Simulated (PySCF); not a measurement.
**Cd, Cd⁺: ionisation energy in cc-pVDZ-PP with ECP28**

Wanted: the ionisation energy of cadmium, up a ladder of methods.

Method: unrestricted determinants in a Gaussian basis, no spin-orbit coupling in the energies. Code: PySCF 2.14.0.

**1. The atom as given**

```
Element                                   : cadmium (Z = 48)
Basis                                     : cc-pVDZ-PP with ECP28MDF (4s4p3d1f, 38 functions)
Hamiltonian                               : scalar relativity through the core potential
State 1                                   : Cd: [Kr] 4d10 5s2, closed-shell 1S
State 2                                   : Cd⁺: [Kr] 4d10 5s1, 2S determinant
Methods                                   : UHF, LDA, PBE0, MP2, CCSD(T)
Core shells frozen in the correlated runs : valence: 4s2 4p6 (for Cd)
```

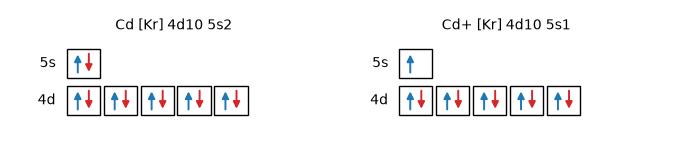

Outer shells as boxes.

The runs were made by one driver on top of PySCF. The scripts below sum up each run's settings (the driver also hands on starting orbitals that pick excited configurations, and frozen orbitals as a list rather than a count), and the logs come from the driver's own runs. The driver starts from symmetry-adapted Hartree-Fock orbitals, holds the occupation by maximum overlap and uses a logarithmic radial grid for functionals, so a plain start would take other cycles.

It was started by

```console
OMP_NUM_THREADS=1 python atomrun2.py TASK.json OUT
```

The integrals over 38 functions and the set-up took 0.1 s of CPU time.

**2. Cd: the ladder of methods**

#### UHF

The input, input.py:

```python
from pyscf import gto, scf, dft, mp, cc
import basis_set_exchange as bse
txt = bse.get_basis("cc-pVDZ-PP", elements=["Cd"], fmt="nwchem", header=False)
cut = txt.index("\nECP")
mol = gto.M(atom="Cd 0 0 0", charge=0, spin=0, symmetry="D2h",
            basis=gto.basis.parse(txt[:cut]),
            ecp={"Cd": gto.basis.parse_ecp(txt[cut:])})
mf = scf.UHF(mol)
mf.irrep_nelec = {'Ag': (4, 4), 'B1g': (1, 1), 'B2g': (1, 1), 'B3g': (1, 1), 'B1u': (1, 1), 'B2u': (1, 1), 'B3u': (1, 1)}
mf.kernel()
```

The log of the run:

```text
damping factor = 0
level_shift factor = 0
DIIS = <class 'pyscf.scf.diis.CDIIS'>
diis_start_cycle = 1
diis_space = 10
diis_damp = 0
SCF conv_tol = 1e-09
SCF conv_tol_grad = None
number electrons alpha = 10  beta = 10
cycle= 1 E= -166.837749511078  delta_E= -1.14e-12  |g|= 1.88e-06  |ddm|= 7.02e-06
converged SCF energy = -166.837749511078  <S^2> = 0  2S+1 = 1
```

Time after the integrals: 0.06 s (1 thread of Neoverse-V1, shared host).

Orbital energies by shell (radii are means over both spins):

```csv
shell,electrons,mean orbital energy (eV),spread (eV),rms radius (bohr)
4s,2,-131.24,0,0.947
4p,6,-85.848,0,1.04
4d,10,-19.567,0,1.39
5s,2,-7.637,0,3.33
```

⟨S²⟩ = 0.000, ⟨L²⟩ = 0.00.

Energies and moments cover only the electrons outside the core potential.

#### LDA

input.py differs from the last one in:

```diff
@@ -7,3 +7,3 @@
             ecp={"Cd": gto.basis.parse_ecp(txt[cut:])})
-mf = scf.UHF(mol)
+mf = dft.UKS(mol, xc="LDA,VWN")
 mf.irrep_nelec = {'Ag': (4, 4), 'B1g': (1, 1), 'B2g': (1, 1), 'B3g': (1, 1), 'B1u': (1, 1), 'B2u': (1, 1), 'B3u': (1, 1)}
```

The log of the run:

```text
damping factor = 0
level_shift factor = 0
DIIS = <class 'pyscf.scf.diis.CDIIS'>
diis_start_cycle = 1
diis_space = 10
diis_damp = 0
SCF conv_tol = 1e-09
SCF conv_tol_grad = None
number electrons alpha = 10  beta = 10
XC functionals = LDA,VWN
    P. A. M. Dirac.,  Math. Proc. Cambridge Philos. Soc. 26, 376 (1930)
    F. Bloch.,  Z. Phys. 57, 545 (1929)
    S. H. Vosko, L. Wilk, and M. Nusair.,  Can. J. Phys. 58, 1200 (1980)
cycle= 1 E= -167.436060009724  delta_E= -0.0091  |g|= 0.209  |ddm|= 0.334
cycle= 2 E= -167.424861380489  delta_E= 0.0112  |g|= 0.301  |ddm|= 0.54
cycle= 3 E= -167.446196221629  delta_E= -0.0213  |g|= 0.000154  |ddm|= 0.323
cycle= 4 E= -167.446196226883  delta_E= -5.25e-09  |g|= 5.63e-05  |ddm|= 0.000398
cycle= 5 E= -167.446196227691  delta_E= -8.09e-10  |g|= 1.75e-06  |ddm|= 5.52e-05
converged SCF energy = -167.446196227691  <S^2> = 1.7763568e-15  2S+1 = 1
```

Time after the integrals: 0.15 s (1 thread of Neoverse-V1, shared host).

#### PBE0

input.py differs from the last one in:

```diff
@@ -7,3 +7,3 @@
             ecp={"Cd": gto.basis.parse_ecp(txt[cut:])})
-mf = dft.UKS(mol, xc="LDA,VWN")
+mf = dft.UKS(mol, xc="PBE0")
 mf.irrep_nelec = {'Ag': (4, 4), 'B1g': (1, 1), 'B2g': (1, 1), 'B3g': (1, 1), 'B1u': (1, 1), 'B2u': (1, 1), 'B3u': (1, 1)}
```

The log of the run:

```text
damping factor = 0
level_shift factor = 0
DIIS = <class 'pyscf.scf.diis.CDIIS'>
diis_start_cycle = 1
diis_space = 10
diis_damp = 0
SCF conv_tol = 1e-09
SCF conv_tol_grad = None
number electrons alpha = 10  beta = 10
XC functionals = PBE0
    C. Adamo and V. Barone.,  J. Chem. Phys. 110, 6158 (1999)
    M. Ernzerhof and G. E. Scuseria.,  J. Chem. Phys. 110, 5029 (1999)
cycle= 1 E= -167.726270915133  delta_E= -0.00712  |g|= 0.0596  |ddm|= 0.217
cycle= 2 E= -167.726047173831  delta_E= 0.000224  |g|= 0.0659  |ddm|= 0.161
cycle= 3 E= -167.727057639996  delta_E= -0.00101  |g|= 0.00216  |ddm|= 0.0763
cycle= 4 E= -167.727058681188  delta_E= -1.04e-06  |g|= 6.74e-06  |ddm|= 0.00353
cycle= 5 E= -167.727058681203  delta_E= -1.57e-11  |g|= 1.1e-06  |ddm|= 7.94e-06
converged SCF energy = -167.727058681203  <S^2> = 0  2S+1 = 1
```

Time after the integrals: 0.26 s (1 thread of Neoverse-V1, shared host).

#### MP2 (valence)

input.py differs from the last one in:

```diff
@@ -7,4 +7,5 @@
             ecp={"Cd": gto.basis.parse_ecp(txt[cut:])})
-mf = dft.UKS(mol, xc="PBE0")
+mf = scf.UHF(mol)
 mf.irrep_nelec = {'Ag': (4, 4), 'B1g': (1, 1), 'B2g': (1, 1), 'B3g': (1, 1), 'B1u': (1, 1), 'B2u': (1, 1), 'B3u': (1, 1)}
 mf.kernel()
+mp.UMP2(mf, frozen=4).kernel()
```

This step left no log, only its results.

Time after the integrals: 0.02 s (1 thread of Neoverse-V1, shared host).

With 12 electrons correlated, the MP2 correlation energy is -0.33463 hartree (-0.12042 same spin, -0.21421 opposite spin); the SCS form gives -0.29720. Largest pairs of shells: 4d-4d -0.2635, 4d-5s -0.0514, 5s-5s -0.0197.

#### CCSD(T) (valence)

input.py differs from the last one in:

```diff
@@ -10,2 +10,3 @@
 mf.kernel()
-mp.UMP2(mf, frozen=4).kernel()
+mycc = cc.CCSD(mf, frozen=4).run()
+mycc.ccsd_t()
```

The log of the run:

```text
CC2 = 0
CCSD nocc = 6, nmo = 34
frozen orbitals [0, 1, 2, 3]
max_cycle = 100
direct = 0
conv_tol = 1e-08
conv_tol_normt = 1e-06
diis_space = 8
diis_start_cycle = 0
Init t2, MP2 energy = -167.172379996091  E_corr(MP2) -0.334630485013082
Init E_corr(CCSD) = -0.334630485013954
cycle = 1  E_corr(CCSD) = -0.315936423912173  dE = 0.0186940611  norm(t1,t2) = 0.0436777
cycle = 2  E_corr(CCSD) = -0.321810392956876  dE = -0.00587396904  norm(t1,t2) = 0.0158934
cycle = 3  E_corr(CCSD) = -0.322410717167552  dE = -0.000600324211  norm(t1,t2) = 0.00639024
cycle = 4  E_corr(CCSD) = -0.322844061755775  dE = -0.000433344588  norm(t1,t2) = 0.000887162
cycle = 5  E_corr(CCSD) = -0.322834915982989  dE = 9.14577279e-06  norm(t1,t2) = 0.00010136
cycle = 6  E_corr(CCSD) = -0.322832352889734  dE = 2.56309325e-06  norm(t1,t2) = 2.14666e-05
cycle = 7  E_corr(CCSD) = -0.322832729237177  dE = -3.76347443e-07  norm(t1,t2) = 7.08361e-06
cycle = 8  E_corr(CCSD) = -0.322832768917126  dE = -3.96799487e-08  norm(t1,t2) = 7.65184e-07
cycle = 9  E_corr(CCSD) = -0.322832736876287  dE = 3.20408383e-08  norm(t1,t2) = 1.42399e-07
cycle = 10  E_corr(CCSD) = -0.322832735261706  dE = 1.61458136e-09  norm(t1,t2) = 3.57079e-08
CCSD converged
E(CCSD) = -167.16058224634  E_corr = -0.3228327352617059
CCSD(T) correction = -0.00579274743771375
```

It took 0.34 s on 1 thread of Neoverse-V1, shared host, the integrals not counted.

CCSD correlation -0.32283 hartree, triples -0.00579; total -167.166375. T1 = 0.009, largest double amplitude 0.082.

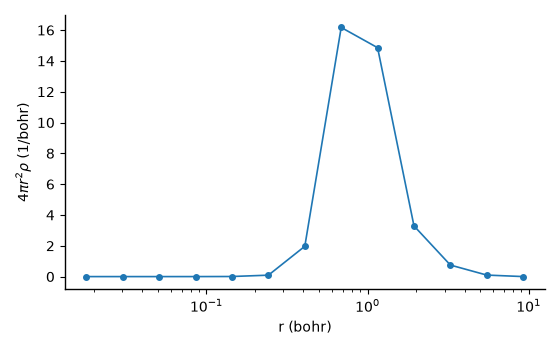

Radial density 4πr²ρ of Cd at UHF, the electrons outside the core potential, at 13 stored radii joined by straight lines.

**3. Cd⁺, method by method**

#### UHF

The input, input.py:

```python
from pyscf import gto, scf, dft, mp, cc
import basis_set_exchange as bse
txt = bse.get_basis("cc-pVDZ-PP", elements=["Cd"], fmt="nwchem", header=False)
cut = txt.index("\nECP")
mol = gto.M(atom="Cd 0 0 0", charge=1, spin=1, symmetry="D2h",
            basis=gto.basis.parse(txt[:cut]),
            ecp={"Cd": gto.basis.parse_ecp(txt[cut:])})
mf = scf.UHF(mol)
mf.irrep_nelec = {'Ag': (4, 3), 'B1g': (1, 1), 'B2g': (1, 1), 'B3g': (1, 1), 'B1u': (1, 1), 'B2u': (1, 1), 'B3u': (1, 1)}
mf.kernel()
```

The log of the run:

```text
damping factor = 0
level_shift factor = 0
DIIS = <class 'pyscf.scf.diis.CDIIS'>
diis_start_cycle = 1
diis_space = 10
diis_damp = 0
SCF conv_tol = 1e-09
SCF conv_tol_grad = None
number electrons alpha = 10  beta = 9
cycle= 1 E= -166.56450328151  delta_E= -1.04e-09  |g|= 1.04e-05  |ddm|= 9.12e-05
cycle= 2 E= -166.564503281606  delta_E= -9.55e-11  |g|= 3.83e-06  |ddm|= 2.43e-05
converged SCF energy = -166.564503281606  <S^2> = 0.751026  2S+1 = 2.0010257
```

Time after the integrals: 0.09 s (1 thread of Neoverse-V1, shared host).

The occupied shells:

| shell | electrons | mean orbital energy (eV) | spread (eV) | rms radius (bohr) |
| --- | --- | --- | --- | --- |
| 4s α | 1 | -140.09 | 0 | 0.947 |
| 4s β | 1 | -139.92 | 0 | 0.947 |
| 4p α | 3 | -94.695 | 0 | 1.04 |
| 4p β | 3 | -94.688 | 0 | 1.04 |
| 4d α | 5 | -28.455 | 0 | 1.37 |
| 4d β | 5 | -28.300 | 0 | 1.37 |
| 5s α | 1 | -15.592 | 0 | 3.15 |

⟨S²⟩ = 0.751, ⟨L²⟩ = 0.00.

Energies and moments cover only the electrons outside the core potential.

#### LDA

input.py differs from the last one in:

```diff
@@ -7,3 +7,3 @@
             ecp={"Cd": gto.basis.parse_ecp(txt[cut:])})
-mf = scf.UHF(mol)
+mf = dft.UKS(mol, xc="LDA,VWN")
 mf.irrep_nelec = {'Ag': (4, 3), 'B1g': (1, 1), 'B2g': (1, 1), 'B3g': (1, 1), 'B1u': (1, 1), 'B2u': (1, 1), 'B3u': (1, 1)}
```

The log of the run:

```text
damping factor = 0
level_shift factor = 0
DIIS = <class 'pyscf.scf.diis.CDIIS'>
diis_start_cycle = 1
diis_space = 10
diis_damp = 0
SCF conv_tol = 1e-09
SCF conv_tol_grad = None
number electrons alpha = 10  beta = 9
XC functionals = LDA,VWN
    P. A. M. Dirac.,  Math. Proc. Cambridge Philos. Soc. 26, 376 (1930)
    F. Bloch.,  Z. Phys. 57, 545 (1929)
    S. H. Vosko, L. Wilk, and M. Nusair.,  Can. J. Phys. 58, 1200 (1980)
cycle= 1 E= -167.084229324227  delta_E= -0.00639  |g|= 0.192  |ddm|= 0.266
cycle= 2 E= -167.078040244804  delta_E= 0.00619  |g|= 0.255  |ddm|= 0.493
cycle= 3 E= -167.092724083799  delta_E= -0.0147  |g|= 0.00216  |ddm|= 0.286
cycle= 4 E= -167.0927256348  delta_E= -1.55e-06  |g|= 0.000241  |ddm|= 0.00206
cycle= 5 E= -167.092725649425  delta_E= -1.46e-08  |g|= 2.73e-06  |ddm|= 0.000242
cycle= 6 E= -167.092725649428  delta_E= -3.3e-12  |g|= 3e-08  |ddm|= 6.77e-06
converged SCF energy = -167.092725649428  <S^2> = 0.75054222  2S+1 = 2.0005421
```

Time after the integrals: 0.18 s (1 thread of Neoverse-V1, shared host).

#### PBE0

input.py differs from the last one in:

```diff
@@ -7,3 +7,3 @@
             ecp={"Cd": gto.basis.parse_ecp(txt[cut:])})
-mf = dft.UKS(mol, xc="LDA,VWN")
+mf = dft.UKS(mol, xc="PBE0")
 mf.irrep_nelec = {'Ag': (4, 3), 'B1g': (1, 1), 'B2g': (1, 1), 'B3g': (1, 1), 'B1u': (1, 1), 'B2u': (1, 1), 'B3u': (1, 1)}
```

The log of the run:

```text
damping factor = 0
level_shift factor = 0
DIIS = <class 'pyscf.scf.diis.CDIIS'>
diis_start_cycle = 1
diis_space = 10
diis_damp = 0
SCF conv_tol = 1e-09
SCF conv_tol_grad = None
number electrons alpha = 10  beta = 9
XC functionals = PBE0
    C. Adamo and V. Barone.,  J. Chem. Phys. 110, 6158 (1999)
    M. Ernzerhof and G. E. Scuseria.,  J. Chem. Phys. 110, 5029 (1999)
cycle= 1 E= -167.397977678185  delta_E= -0.00503  |g|= 0.0536  |ddm|= 0.185
cycle= 2 E= -167.397938271277  delta_E= 3.94e-05  |g|= 0.0555  |ddm|= 0.142
cycle= 3 E= -167.398623894642  delta_E= -0.000686  |g|= 0.000909  |ddm|= 0.0668
cycle= 4 E= -167.398624129607  delta_E= -2.35e-07  |g|= 5.88e-05  |ddm|= 0.0019
cycle= 5 E= -167.39862413048  delta_E= -8.73e-10  |g|= 3.24e-06  |ddm|= 6.7e-05
converged SCF energy = -167.39862413048  <S^2> = 0.75066175  2S+1 = 2.0006616
```

Time after the integrals: 0.26 s (1 thread of Neoverse-V1, shared host).

#### MP2 (valence)

input.py differs from the last one in:

```diff
@@ -7,4 +7,5 @@
             ecp={"Cd": gto.basis.parse_ecp(txt[cut:])})
-mf = dft.UKS(mol, xc="PBE0")
+mf = scf.UHF(mol)
 mf.irrep_nelec = {'Ag': (4, 3), 'B1g': (1, 1), 'B2g': (1, 1), 'B3g': (1, 1), 'B1u': (1, 1), 'B2u': (1, 1), 'B3u': (1, 1)}
 mf.kernel()
+mp.UMP2(mf, frozen=4).kernel()
```

The driver printed no log here.

Time after the integrals: 0.02 s (1 thread of Neoverse-V1, shared host).

With 11 electrons correlated, the MP2 correlation energy is -0.29151 hartree (-0.11038 same spin, -0.18114 opposite spin); the SCS form gives -0.25416. Largest pairs of shells: 4d-4d -0.2630, 4d-5s -0.0285, 5s-5s 0.0000.

#### CCSD(T) (valence)

input.py differs from the last one in:

```diff
@@ -10,2 +10,3 @@
 mf.kernel()
-mp.UMP2(mf, frozen=4).kernel()
+mycc = cc.CCSD(mf, frozen=4).run()
+mycc.ccsd_t()
```

The log of the run:

```text
CC2 = 0
CCSD nocc = (np.int64(6), np.int64(5)), nmo = (34, 34)
frozen orbitals [[0, 1, 2, 3], [0, 1, 2, 3]]
max_cycle = 100
direct = 0
conv_tol = 1e-08
conv_tol_normt = 1e-06
diis_space = 8
diis_start_cycle = 0
Init t2, MP2 energy = -0.291512553283797
Init E_corr(UCCSD) = -0.291512553291053
cycle = 1  E_corr(UCCSD) = -0.27638437797526  dE = 0.0151281753  norm(t1,t2) = 0.0317579
cycle = 2  E_corr(UCCSD) = -0.279007795069394  dE = -0.00262341709  norm(t1,t2) = 0.00712167
cycle = 3  E_corr(UCCSD) = -0.279136009922577  dE = -0.000128214853  norm(t1,t2) = 0.00270277
cycle = 4  E_corr(UCCSD) = -0.27924718059335  dE = -0.000111170671  norm(t1,t2) = 0.000490264
cycle = 5  E_corr(UCCSD) = -0.279244707637213  dE = 2.47295614e-06  norm(t1,t2) = 0.000105666
cycle = 6  E_corr(UCCSD) = -0.279241646305706  dE = 3.06133151e-06  norm(t1,t2) = 2.17536e-05
cycle = 7  E_corr(UCCSD) = -0.279242283825746  dE = -6.3752004e-07  norm(t1,t2) = 5.17441e-06
cycle = 8  E_corr(UCCSD) = -0.279242269412828  dE = 1.4412918e-08  norm(t1,t2) = 4.72879e-07
cycle = 9  E_corr(UCCSD) = -0.279242261043875  dE = 8.36895303e-09  norm(t1,t2) = 7.40713e-08
UCCSD converged
E(UCCSD) = -166.8437455426495  E_corr = -0.2792422610438754
UCCSD(T) correction = -0.00287875895388635
```

It took 1.1 s on 1 thread of Neoverse-V1, shared host, the integrals not counted.

CCSD correlation -0.27924 hartree, triples -0.00288; total -166.846624. T1 = 0.006, largest double amplitude 0.021.

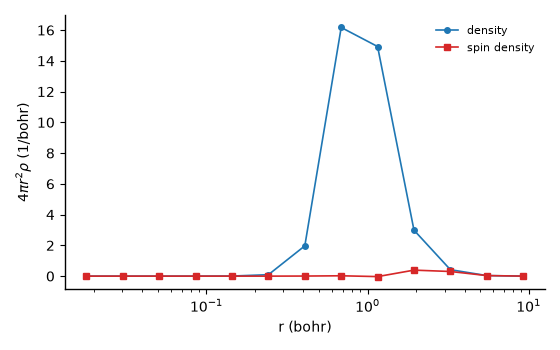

Radial density 4πr²ρ of Cd⁺ at UHF, the electrons outside the core potential, at 13 stored radii joined by straight lines.

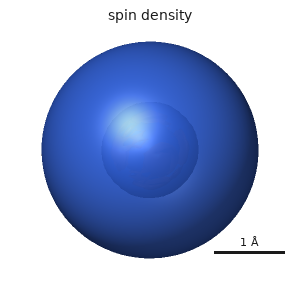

Spin density of Cd⁺ at PBE0: surfaces at ±0.022 e/Å³ (blue: excess of up spin, orange: of down spin); z points up.

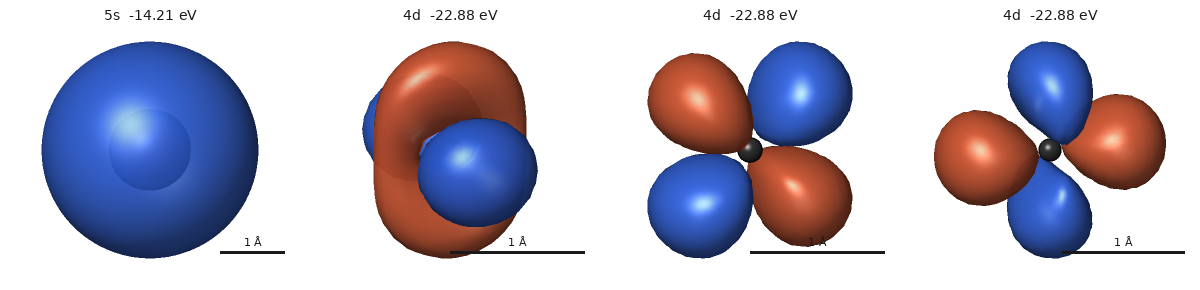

The highest occupied up-spin orbitals of Cd⁺ at PBE0, each at the surface that holds about 70 % of its density; the colours give the sign, and each panel has its own scale.

**4. Orbital energies side by side**

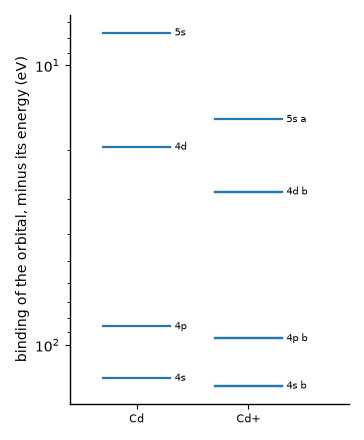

Hartree-Fock orbital energies of the states on a logarithmic scale (a, b: spin up and down; * marks an excited configuration).

**5. The energy differences**

Ionisation energy: Cd [Kr] 4d10 5s2 (1S) → Cd⁺ [Kr] 4d10 5s1 (2S).

```
           method  value (eV)  error (eV)  CPU time, both states (s)
              UHF       7.435      -1.558                       0.15
              LDA       9.618      +0.625                       0.33
             PBE0       8.937      -0.057                       0.52
    MP2 (valence)       8.609      -0.385                       0.19
SCS-MP2 (valence)       8.607      -0.387                       0.19
   CCSD (valence)       8.622      -0.372                           
CCSD(T) (valence)       8.701      -0.293                        1.6
```

Reference: 8.994 eV (measured; NIST levels, between the centres of gravity of the two terms). Errors of the correlated levels include the incompleteness of this basis.

Times are CPU seconds on a shared host without the integrals; correlated rows include their Hartree-Fock run, whose time holds the symmetry-adapted start and any spin-orbit constants, while functionals begin from orbitals already made.

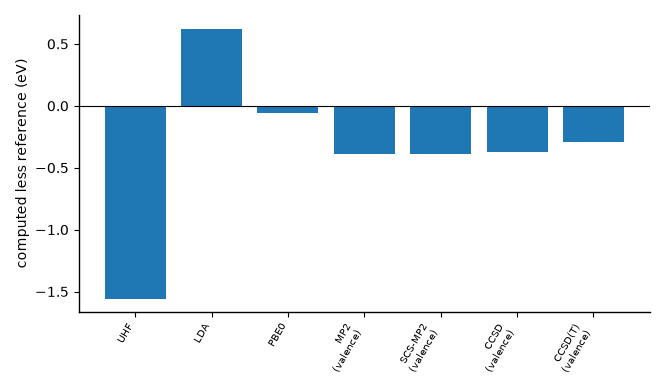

Computed less reference values by method.

**6. Outcome**

```
             quantity                                                   value
ionisation energy, Cd  UHF 7.435, CCSD(T) (valence) 8.701 eV; reference 8.994
```

Each level's miss and price (over 1 difference):

```
           method  mean absolute miss against the measured value (with the measured fine structure taken into account where it is known) (eV)  CPU time, both states (s)
              UHF                                                                                                                       1.558                       0.15
              LDA                                                                                                                       0.625                       0.33
             PBE0                                                                                                                       0.057                       0.52
    MP2 (valence)                                                                                                                       0.385                       0.19
SCS-MP2 (valence)                                                                                                                       0.387                       0.19
   CCSD (valence)                                                                                                                       0.372                           
CCSD(T) (valence)                                                                                                                       0.293                        1.6
```

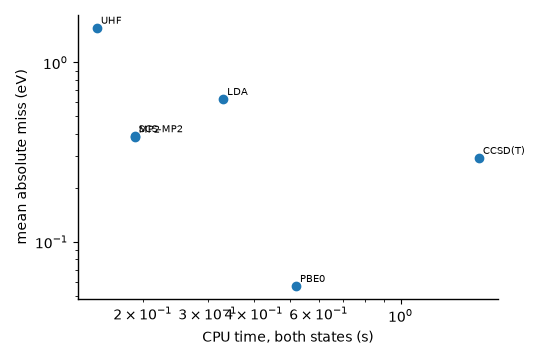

Miss against the measured value (with the measured fine structure taken into account where it is known) and CPU time.

**Reading.** PBE0 lands nearest to the measured value (off by 0.06 eV); UHF misses by most (1.56 eV). Hartree-Fock falls short because the species with more electrons holds more correlation energy, which it lacks. LDA is off by +0.62 eV. The basis is finite, and no extrapolation was made. The dearest level timed, CCSD(T) (valence), costs 11 times the cheapest, UHF, and differs from the measured value (with the measured fine structure taken into account where it is known) by 0.29 against 1.56 eV.
